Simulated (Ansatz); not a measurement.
# Σ5 (310) boundary in bcc Ta, starting shift (0.33, 0): structure and resistance, part 3 of 3

Aim: the relaxed structure and the specific resistance of the Σ5 (310) boundary in bcc Ta, starting shift (0.33, 0).

Ansatz 0.2.0; Ansatz plane-wave DFT, PBE, PAW files; relaxation of a bicrystal slab with its lowest layers held; PAW set soft_1 (the session's first sound run).

So far. Step 3 (Transmission across the boundary): Over the solved energies the transmission per spin lies between 1.63 and 1.98, out of 3.93 channels of the lead on average (up to 4.29). Step 4 (Specific resistance): Averaged over the energies near the Fermi level, 45.7 % of the channels pass, which makes 0.672 fΩ m².

## 5. Single-crystal slab for reference

This step: Ansatz plane-wave DFT, PBE, PAW files; relaxation of a single-crystal slab with its lowest layers held; PAW set soft_1 (Ansatz 0.2.0).

System of this step: Ta slab, plane (3, 1, 0). The cell holds 19 atoms: 19 Ta. Its edges and angles: a = 5.477 Å, b = 3.303 Å, c = 29.799 Å, α = 90.0°, β = 90.0°, γ = 72.5°. It derives from Ta. Vacuum lies along c.

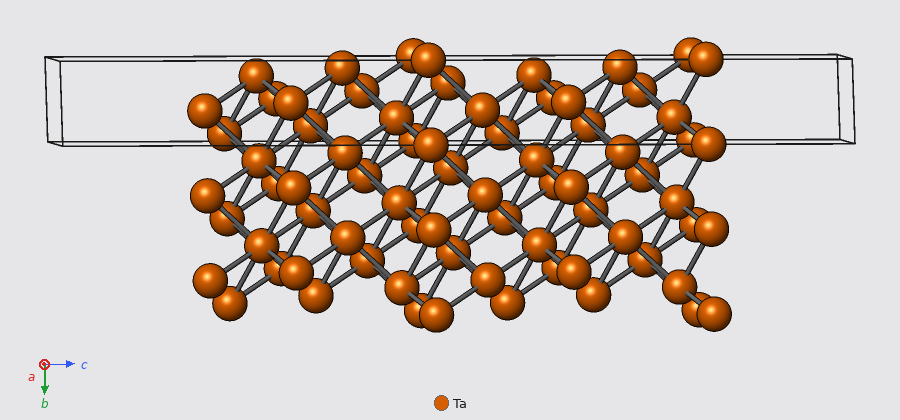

The cell of this step (tantalum orange). 1×3×1 cells are drawn. Some periodic images of atoms are drawn too.

input.yaml

```yaml
crystal:
  lattice:
    - [5.4766761838, 0.0, 0.0]
    - [0.9957593061, 3.1488674087, 0.0]
    - [0.0, 0.0, 29.7985010762]
  atoms:
    - { symbol: Ta, position: [0.7999999998, 0.6000000001, 0.1677936748] }
    - { symbol: Ta, position: [0.1999999998, 0.9000000001, 0.2028411146] }
    - { symbol: Ta, position: [0.5999999998, 0.2000000001, 0.2378885543] }
    - { symbol: Ta, position: [0.9999999999, 0.5, 0.2729359941] }
    - { symbol: Ta, position: [0.3999999999, 0.8, 0.3079834338] }
    - { symbol: Ta, position: [0.7999999999, 0.1, 0.3430308735] }
    - { symbol: Ta, position: [0.1999999999, 0.4, 0.3780783133] }
    - { symbol: Ta, position: [0.5999999999, 0.7, 0.413125753] }
    - { symbol: Ta, position: [0.9999999999, 0.0, 0.4481731928] }
    - { symbol: Ta, position: [0.3999999999, 0.3, 0.4832206325] }
    - { symbol: Ta, position: [0.7999999999, 0.6, 0.5182680723] }
    - { symbol: Ta, position: [0.1999999999, 0.9, 0.553315512] }
    - { symbol: Ta, position: [0.5999999999, 0.2, 0.5883629517] }
    - { symbol: Ta, position: [1.0, 0.5, 0.6234103915] }
    - { symbol: Ta, position: [0.4, 0.8, 0.6584578312] }
    - { symbol: Ta, position: [0.8, 0.1, 0.693505271] }
    - { symbol: Ta, position: [0.2, 0.4, 0.7285527107] }
    - { symbol: Ta, position: [0.6, 0.7, 0.7636001505] }
    - { symbol: Ta, position: [0.0, 0.0, 0.7986475902] }
kpoints:
  mp_grid: { grid: [7, 7, 1] }
hamiltonian:
  xc: pbe
  pseudopotentials: { kind: paw, azcp: { folder: soft_1 } }
scf:
  occupations: { method: fermi_dirac, width: 0.1 }
relax:
  f_tol: 0.03
  max_steps: 80
  constraints: [{ sites: [0, 1, 2] }]
```

Launch:

```sh
ansatz run input.yaml --threads 4 --pin off --max-ram 15360MiB --backend cpu --events-out ev --progress --plain --runs-dir out
```

Numbers of over 12 decimals in the logs are rounded to 6 here.

Log:

```text
Warning: crystal.symmetry: narrowed to the stabiliser of the relax constraints — unitary ops 4 → 2; lowered at sites 0, 1, 2, 16, 17, 18 (the operations that carried what is held of a site onto what its image site leaves free; the constrained walk keeps no symmetry that its constraints do not admit)
[...]
Crystal: 19 atoms, lattice volume = 513.885 Å³
Basis set: ecut = 420 eV, 10051 PW (Γ), exchange–correlation on 80×48×400 points (8 copies of the dense FFT grid, shifted against one another)
Bands: 149, of which v1, the nominal top of the filled ones, is band 124 counted from 1 (123 counted from 0)
Symmetry: 2 space group operations
k-points: 16 of 49 (time reversal used)
[...]
SCF iter   1: F=—  HF=-188737.924590 eV  |F-HF|=—  |Δ(HF+E_count)|=         —  Δρ=5.30e-2  dr2=4.91e2  ethr=3.10e-3  ⟨swp⟩=9.1  Hψ=11044  notcnv=0  defer=14
[...]
SCF iter  11: F=-188725.868027 eV  HF=-188725.868028 eV  |F-HF|=4.64e-7  |Δ(HF+E_count)|=   2.98e-6  Δρ=7.01e-6  dr2=7.53e-7  ethr=2.71e-9  ⟨swp⟩=4.6  Hψ=7054  notcnv=0
SCF 1 converged in 11 iterations: F = -188725.868027 eV  dr2 = 7.53e-7
[...]
relax step   1: F+E_penalty+E_count = -188725.86802736 eV  Δ(F+E_penalty+E_count) = +0.000e0 eV  max|allowed force component| = 1.667e0 eV/Å  Δτ_max = 0.0000 Å  (11 SCF iters, dr2 threshold 2.25e-5 eV, accepted)
[...]
SCF iter   6: F=-188726.072224 eV  HF=-188726.072245 eV  |F-HF|=2.09e-5  |Δ(HF+E_count)|=   1.18e-6  Δρ=3.77e-5  dr2=3.12e-5  ethr=4.05e-8  ⟨swp⟩=3.0  Hψ=9329  notcnv=0
SCF 2 converged in 6 iterations: F = -188726.072224 eV  dr2 = 3.12e-5
relax step   2: F+E_penalty+E_count = -188726.07222440 eV  Δ(F+E_penalty+E_count) = -2.042e-1 eV  max|allowed force component| = 7.752e-1 eV/Å  Δτ_max = 0.1949 Å  (6 SCF iters, dr2 threshold 1.00e-4 eV, accepted)
[...]
SCF iter   6: F=-188726.126757 eV  HF=-188726.126765 eV  |F-HF|=8.39e-6  |Δ(HF+E_count)|=   1.68e-5  Δρ=2.85e-5  dr2=1.83e-5  ethr=1.52e-8  ⟨swp⟩=3.0  Hψ=9416  notcnv=0
SCF 3 converged in 6 iterations: F = -188726.126757 eV  dr2 = 1.83e-5
relax step   3: F+E_penalty+E_count = -188726.12675693 eV  Δ(F+E_penalty+E_count) = -5.453e-2 eV  max|allowed force component| = 1.726e-1 eV/Å  Δτ_max = 0.1780 Å  (6 SCF iters, dr2 threshold 3.76e-5 eV, accepted)
[...]
relax step   4: F+E_penalty+E_count = -188726.13239027 eV  Δ(F+E_penalty+E_count) = -5.633e-3 eV  max|allowed force component| = 6.662e-2 eV/Å  Δτ_max = 0.0255 Å  (6 SCF iters, dr2 threshold 1.86e-6 eV, accepted)
SCF iter   1: F=—  HF=-188726.135548 eV  |F-HF|=—  |Δ(HF+E_count)|=         —  Δρ=9.82e-4  dr2=4.26e-2  ethr=6.90e-4  ⟨swp⟩=2.5  Hψ=3209  notcnv=0  defer=15
[...]
SCF iter   7: F=-188726.133696 eV  HF=-188726.133696 eV  |F-HF|=8.79e-9  |Δ(HF+E_count)|=   1.09e-8  Δρ=1.04e-6  dr2=2.15e-8  ethr=4.05e-11  ⟨swp⟩=5.1  Hψ=8768  notcnv=0
SCF 5 converged in 7 iterations: F = -188726.133696 eV  dr2 = 2.15e-8
relax step   5: F+E_penalty+E_count = -188726.13369571 eV  Δ(F+E_penalty+E_count) = -1.305e-3 eV  max|allowed force component| = 2.080e-2 eV/Å  Δτ_max = 0.0251 Å  (7 SCF iters, accepted)
SCF converged after 7 iterations
Free energy (F): -188726.133696 eV
[...]
Internal energy: -188725.343789 eV  (E = F + TS)
E sigma→0 (E₀):  -188725.738742 eV
Entropy (-TS):   -0.789907 eV (-41.574 meV/atom)
Fermi energy:    11.216951 eV
[...]
--- Forces (eV/Å), atoms counted from 1 ---
  atom   1  Ta    -0.02797231     0.00884562     1.65937490
  atom   2  Ta    -0.47758555     0.15102581    -0.72275865
  atom   3  Ta     0.49563349    -0.15673307    -0.93586264
  atom   4  Ta    -0.00142599     0.00045094    -0.00006297
  atom   5  Ta     0.00176488    -0.00055811     0.00163294
  atom   6  Ta     0.00397760    -0.00125783     0.00563187
  atom   7  Ta    -0.00040321     0.00012751    -0.00171893
  atom   8  Ta     0.00052465    -0.00016591    -0.00350124
  atom   9  Ta    -0.00131805     0.00041680    -0.00219694
  atom  10  Ta     0.00208936    -0.00066071    -0.00104213
  atom  11  Ta    -0.00026795     0.00008473    -0.00031347
  atom  12  Ta    -0.00287222     0.00090828     0.00792519
  atom  13  Ta     0.00718259    -0.00227134    -0.00625841
  atom  14  Ta    -0.00104502     0.00033046    -0.00996915
  atom  15  Ta    -0.00450689     0.00142520     0.00168042
  atom  16  Ta    -0.00583047     0.00184376     0.01309602
  atom  17  Ta    -0.00494760     0.00156457    -0.02079984
  atom  18  Ta     0.01702012    -0.00538223    -0.00265157
  atom  19  Ta    -0.00002634     0.00000833     0.01778034
  max |Σ_I F_I| component: 1.43e-5 eV/Å
--- Relaxed structure (5 steps of the walk, 5 accepted, 0 SCFs on fresh bases) ---
  F+E_penalty+E_count = -188726.13369571 eV   max|allowed force component| = 2.080e-2 eV/Å
  atoms:
    - { symbol: Ta, position: [0.800000, 0.600000, 0.167794] }
    - { symbol: Ta, position: [0.200000, 0.900000, 0.202841] }
    - { symbol: Ta, position: [0.600000, 0.200000, 0.237889] }
    - { symbol: Ta, position: [0.998379, 0.500811, 0.271490] }
    - { symbol: Ta, position: [0.395788, 0.802106, 0.308433] }
    - { symbol: Ta, position: [0.800888, 0.099556, 0.343641] }
    - { symbol: Ta, position: [0.201634, 0.399183, 0.379243] }
    - { symbol: Ta, position: [0.601104, 0.699448, 0.414570] }
    - { symbol: Ta, position: [1.001334, -0.000666757, 0.450014] }
    - { symbol: Ta, position: [0.402123, 0.298938, 0.485539] }
    - { symbol: Ta, position: [0.802786, 0.598607, 0.521089] }
    - { symbol: Ta, position: [0.203840, 0.898080, 0.556578] }
    - { symbol: Ta, position: [0.603125, 0.198438, 0.592082] }
    - { symbol: Ta, position: [1.003375, 0.498313, 0.627248] }
    - { symbol: Ta, position: [0.407273, 0.796364, 0.662360] }
    - { symbol: Ta, position: [0.805632, 0.097184, 0.699983] }
    - { symbol: Ta, position: [0.208113, 0.395943, 0.733614] }
    - { symbol: Ta, position: [0.620851, 0.689575, 0.770194] }
    - { symbol: Ta, position: [0.024663, -0.012331, 0.797193] }
```

Elapsed: 4.2 min, on 4 threads of Arm Neoverse V1, shared host; peak memory 2.1 GiB.

The steps of the relaxation:

| step | energy less that of the first step (eV) | largest force component (eV/Å) |
| --- | --- | --- |
| 1 | 0.0000 | 1.6675 |
| 2 | -0.2042 | 0.7752 |
| 3 | -0.2587 | 0.1726 |
| 4 | -0.2644 | 0.0666 |
| 5 | -0.2657 | 0.0208 |

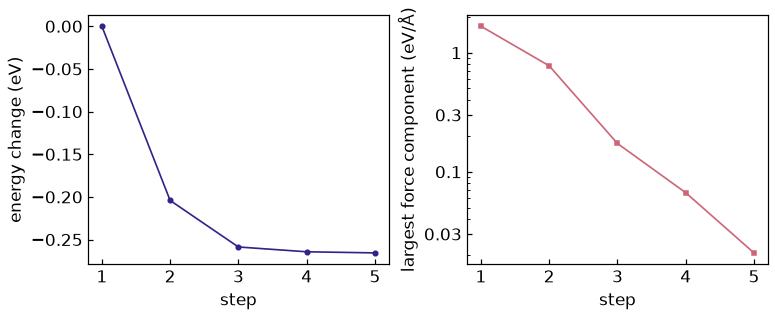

Energy and largest force along the relaxation.

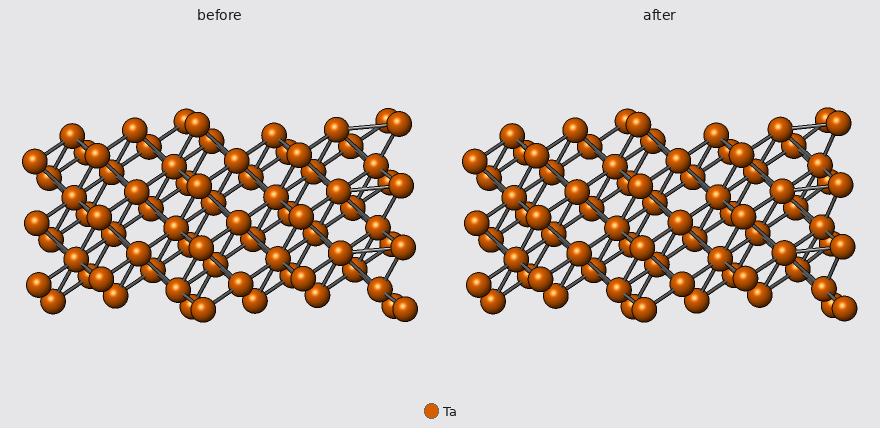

The structure before and after the relaxation, drawn at the same scale.

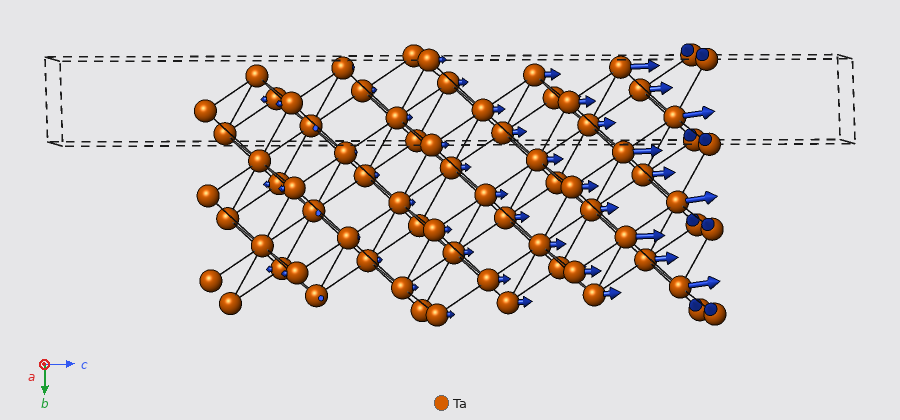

Displacements in the relaxation, exaggerated; the longest in the cell stands for 0.22 Å. 1×3×1 cells are drawn. Some periodic images of atoms are drawn too.

The atoms that moved most (Å):

| atom | dx | dy | dz | length |
| --- | --- | --- | --- | --- |
| Ta18 | 0.104 | -0.033 | 0.196 | 0.225 |
| Ta16 | 0.028 | -0.009 | 0.193 | 0.195 |
| Ta17 | 0.040 | -0.013 | 0.151 | 0.157 |
| Ta19 | 0.123 | -0.039 | -0.043 | 0.136 |
| Ta15 | 0.036 | -0.011 | 0.116 | 0.122 |
| Ta14 | 0.017 | -0.005 | 0.114 | 0.116 |
| Ta13 | 0.016 | -0.005 | 0.111 | 0.112 |
| Ta12 | 0.019 | -0.006 | 0.097 | 0.099 |

The relaxed structure:

```cif
data_structure
_symmetry_space_group_name_H-M 'P 1'
_symmetry_Int_Tables_number 1
_cell_length_a 5.4767
_cell_length_b 3.3026
_cell_length_c 29.7985
_cell_angle_alpha 90.000
_cell_angle_beta 90.000
_cell_angle_gamma 72.452
_cell_volume 513.88
loop_
_atom_site_label
_atom_site_type_symbol
_atom_site_fract_x
_atom_site_fract_y
_atom_site_fract_z
_atom_site_occupancy
Ta1 Ta 0.80000 0.60000 0.16779 1
Ta2 Ta 0.20000 0.90000 0.20284 1
Ta3 Ta 0.60000 0.20000 0.23789 1
Ta4 Ta 0.99838 0.50081 0.27149 1
Ta5 Ta 0.39579 0.80211 0.30843 1
Ta6 Ta 0.80089 0.09956 0.34364 1
Ta7 Ta 0.20163 0.39918 0.37924 1
Ta8 Ta 0.60110 0.69945 0.41457 1
Ta9 Ta 0.00133 0.99933 0.45001 1
Ta10 Ta 0.40212 0.29894 0.48554 1
Ta11 Ta 0.80279 0.59861 0.52109 1
Ta12 Ta 0.20384 0.89808 0.55658 1
Ta13 Ta 0.60312 0.19844 0.59208 1
Ta14 Ta 0.00337 0.49831 0.62725 1
Ta15 Ta 0.40727 0.79636 0.66236 1
Ta16 Ta 0.80563 0.09718 0.69998 1
Ta17 Ta 0.20811 0.39594 0.73361 1
Ta18 Ta 0.62085 0.68957 0.77019 1
Ta19 Ta 0.02466 0.98767 0.79719 1
```

This step gave:

| Property | Result |
| --- | --- |
| free energy | -188726.1337 eV |
| energy at zero smearing | -188725.7387 eV |
| Fermi energy | 11.22 eV |

The largest force component on a free atom ends at 0.021 eV/Å, under the tolerance of 0.03, after 5 steps.

## 6. Bulk reference

This step: Ansatz plane-wave DFT, PBE, PAW files; bulk reference; PAW set soft_1 (Ansatz 0.2.0).

System of this step: Ta. Symmetry: Im-3m, No. 229, cubic system. The conventional cell has a = 3.303 Å, b = 3.303 Å, c = 3.303 Å, α = 90.00°, β = 90.00°, γ = 90.00°. Nearest to Ta lie 8 Ta at 2.86 Å.

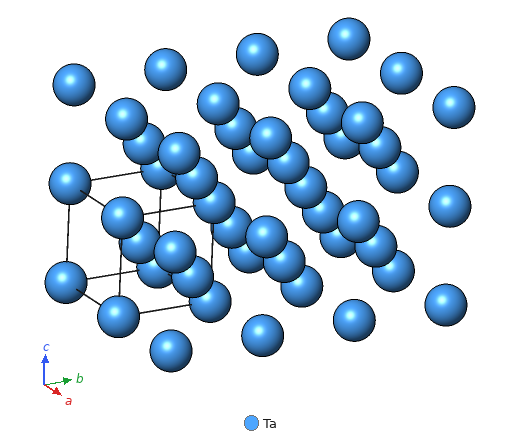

The cell of this step (tantalum blue). 2×3×2 conventional cells are drawn. Some periodic images of atoms are drawn too.

input.yaml, the sections that differ from step 5:

```yaml
crystal:
  lattice:
    - [-1.65128, 1.65128, 1.65128]
    - [1.65128, -1.65128, 1.65128]
    - [1.65128, 1.65128, -1.65128]
  atoms:
    - { symbol: Ta, position: [0.0, 0.0, 0.0] }
kpoints:
  mp_grid: { grid: [18, 18, 18] }
# hamiltonian, scf: as in step 5
# relax: removed
```

Log:

```text
[...]
Crystal: 1 atoms, lattice volume = 18.010 Å³
Basis set: ecut = 420 eV, 369 PW (Γ)
Bands: 11, of which v1, the nominal top of the filled ones, is band 7 counted from 1 (6 counted from 0)
Symmetry: 48 space group operations
[...]
k-points: 195 of 5832
[...]
SCF iter   1: F=—  HF=-9933.363882 eV  |F-HF|=—  |Δ(HF+E_count)|=         —  Δρ=4.14e-2  dr2=3.21e-1  ethr=3.10e-3  ⟨swp⟩=5.0  Hψ=11058  notcnv=0
[...]
SCF iter   6: F=-9933.251922 eV  HF=-9933.251922 eV  |F-HF|=3.15e-10  |Δ(HF+E_count)|=   6.80e-9  Δρ=3.42e-6  dr2=5.94e-10  ethr=2.68e-10  ⟨swp⟩=1.0  Hψ=5631  notcnv=0
SCF 1 converged in 6 iterations: F = -9933.251922 eV  dr2 = 5.94e-10
[...]
SCF converged after 6 iterations
Free energy (F): -9933.251922 eV
[...]
Internal energy: -9933.208950 eV  (E = F + TS)
E sigma→0 (E₀):  -9933.230436 eV
Entropy (-TS):   -0.042971 eV (-42.971 meV/atom)
Fermi energy:    18.517834 eV
[...]
```

It took 0.62 s on 4 threads; peak memory 0.28 GiB.

Numbers from this step:

```
free energy             : -9933.2519 eV
energy at zero smearing : -9933.2304 eV
Fermi energy            : 18.52 eV
```

## 7. Boundary energy

This step: Ansatz plane-wave DFT, PBE, PAW files; bicrystal less single-crystal slab less bulk atoms, a boundary area; PAW set soft_1 (Ansatz 0.2.0).

Numbers from this step:

```yaml
excess_energy_of_the_cell: 1.529 eV
boundary_energy: 1.421 J/m²
```

The boundary costs 1.4 J/m².

By hand: 1.53 eV / 17.25 Å² × 16.02 = 1.42 J/m².

## 8. Outcome

| Item | Value |
| --- | --- |
| specific resistance of the boundary | 0.672 fΩ m² |
| share of channels that pass | 0.457 |
| boundary energy | 1.42 J/m² |

What this shows: The boundary has a specific resistance of 0.67 fΩ m² and an energy of 1.4 J/m². The boundary reflects 54 % of the channels; 0.67 fΩ m² is 6.7×10⁻¹² Ω·cm². That equals the resistance of 5.0 nm of bulk Ta at 300 K (measured 13.5 µΩ cm, CRC Handbook of Chemistry and Physics, 84th ed., 2003, Electrical Resistivity of Pure Metals). One starting structure was relaxed; another shift or atom count at the boundary may lie lower. Spin-orbit coupling is left out, which matters for Ta.

[Logs are printed without paths, hosts, clocks, repeated set-up lines and the standing remarks that a program may print on its own settings, such as how far it seeks lower states.]

[Hosts, paths, dates, database ids (printed as entryN), source tags and the programs' standing remarks are cut or masked in the printed files.]
